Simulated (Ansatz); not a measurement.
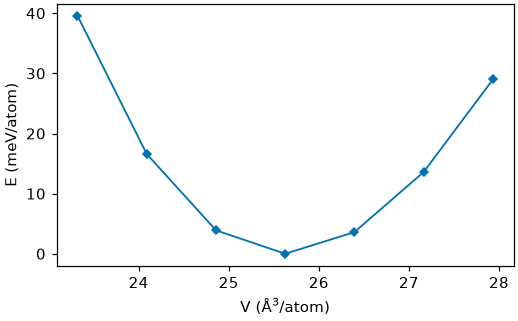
Figure: Sr3AsN (anti-perovskite, Pm-3m) under volume change, DFT-PBEsol in the program Ansatz with PAW potentials, scaled uniformly.

**Question.** What does a third-order Birch–Murnaghan fit give for V₀, B₀ and B′?

**Answer.** V₀ = 25.62 Å³/atom, B₀ = 52.0 GPa, B′ = 4.2.

The first step of the workflow began from a Materials Project structure, measured or hypothetical; the Crystallography Open Database copy checked does not list it. Whether it is the stable phase at ambient conditions was not checked. The PBEsol relaxation kept the symmetry of its start; its stability against distortions is not shown here.

Potentials: the later of the program's two PAW sets.
